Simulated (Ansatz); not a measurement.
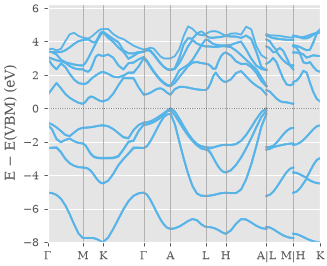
Band structure from DFT-PBEsol with spin–orbit coupling in the program Ansatz with PAW potentials

The gap is 0.26 eV; an edge lies off the plotted path or next to a special point (maximum at A, minimum off the standard path).

The material is CaGaGeH in space group P3m1 (No. 156; Ca on 1b, Ga on 1a, Ge on 1c, H on 1a).

The first step of the workflow began from a Materials Project structure, measured or hypothetical; the Crystallography Open Database files this formula in space group No. 156, but the cells were not matched. Whether it is the stable phase at ambient conditions was not checked. The cell was relaxed with PBEsol under the symmetry of its start; whether a distortion lowers the energy is not shown.

Potentials: the later of the program's two PAW sets.
